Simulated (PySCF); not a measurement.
Vertical excitations of a molecule C2H10N2Si2 from PySCF 2.14.0 with TDA-PBE/def2-SVPD, as energy in eV (oscillator strength): 5.15 (0.004), 5.42 (0.027), 5.64 (0.025), 5.66 (0.015), 5.96 (0.050), 6.03 (0.014). Lowest triplet (TDA): 4.98 eV. The structure is a stationary point at PBE0-D3(BJ)/def2-SVP. Other conformers were not sampled.

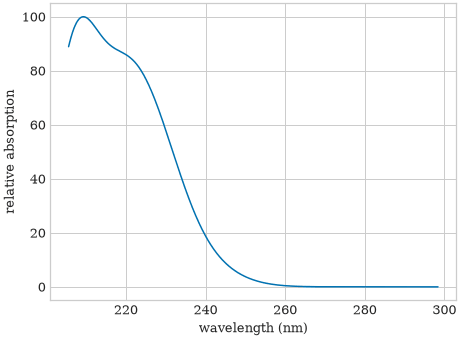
Fig. 1. The lines broadened by 0.4 eV.

Question: Pick the molecule that these values belong to.
A) C1N[SiH2]CN[SiH2]1
B) N[Si@@H]1C[SiH2]CN1
C) C/N=C(\[SiH3])[SiH2]N
D) C[Si@@H]1CN[Si@@H]1N

Answer: B, N[Si@@H]1C[SiH2]CN1
